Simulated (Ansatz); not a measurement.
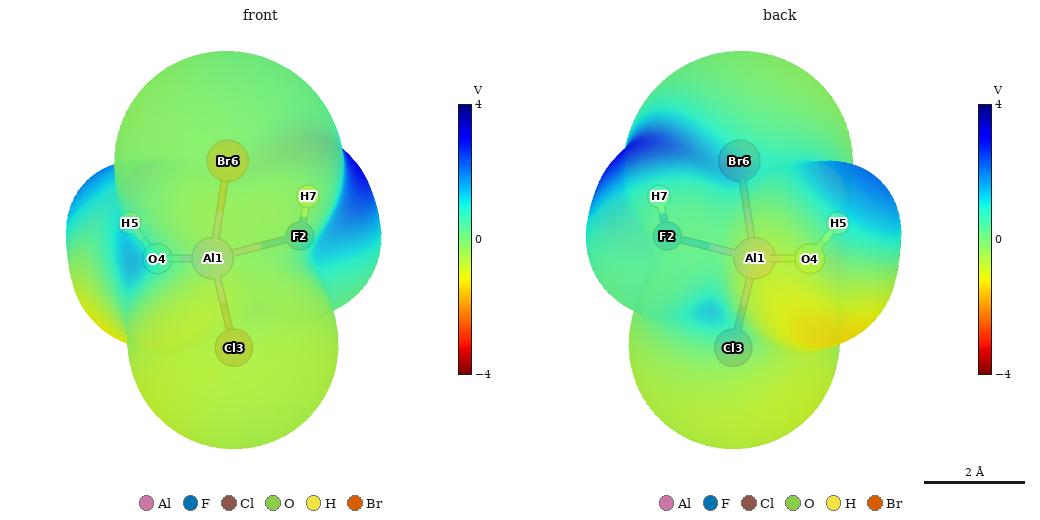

The picture shows: AlBrClFH₂O. The electrostatic potential painted on the density surface at 0.001 e/bohr³, seen from the front and from behind; the colour scale runs from red (negative) to blue (positive).

All numbers below come from Ansatz, RKS r2SCANh-D4/def2-SVP.

Input

```
crystal:
  periodic: [false, false, false]
  atoms:
    - { symbol: Al, position_ang: [0.12846, -0.658828, -0.469919] }
    - { symbol: F, position_ang: [0.096881, 0.042916, 2.319091] }
    - { symbol: Cl, position_ang: [1.81668, 0.411341, -1.026123] }
    - { symbol: O, position_ang: [-1.394566, -0.165816, -0.973691] }
    - { symbol: H, position_ang: [-2.247199, -0.567198, -0.802724] }
    - { symbol: Br, position_ang: [0.438876, -2.754263, 0.597054] }
    - { symbol: H, position_ang: [0.332967, -0.822253, 2.548713] }
basis:
  gaussian: { orbitals: def2-SVP }
hamiltonian:
  xc: r2scanh
  dispersion: d4
relax:
  f_tol: 0.03
  max_steps: 50
output:
  orbitals: {}
```

Run with:

```sh
ansatz run input.yaml --threads 4 --pin off --max-ram 5120MiB --backend cpu --events-out ev --progress --plain --runs-dir out
```

The fields are those of the run's last geometry, not of the input's.

Question: Where is the surface potential most negative and most positive?

Answer: The most negative region (about −1.3 V, or −30 kcal/mol for a unit charge) lies over O4, the most positive (about +3.0 V, or +69 kcal/mol for a unit charge) over H7. O4 is the likeliest acceptor of a hydrogen bond.
